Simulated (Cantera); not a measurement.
Charge: 1 mol SiCl₄, 0.36 mol HCl, 34 mol N₂, held at 65000 Pa.

Method: chemical equilibrium by Gibbs-energy minimisation in Cantera with the NASA 1993 tables (ideal gas, pure condensed phases). Candidate condensed phases: NH₄Cl, Si, Si₃N₄; 28 gas species. The tables' values for SiCl₃ are old estimates; treat these amounts as uncertain. Rates play no part.

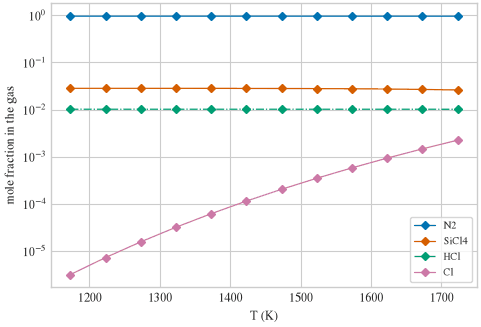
Equilibrium gas composition (values under 1e-9 drawn at 1e-9)

Q: Read off the mole fractions at 1573 K.

A: N₂ about 0.96, SiCl₄ about 0.028, HCl about 0.010, Cl about 0.00058.
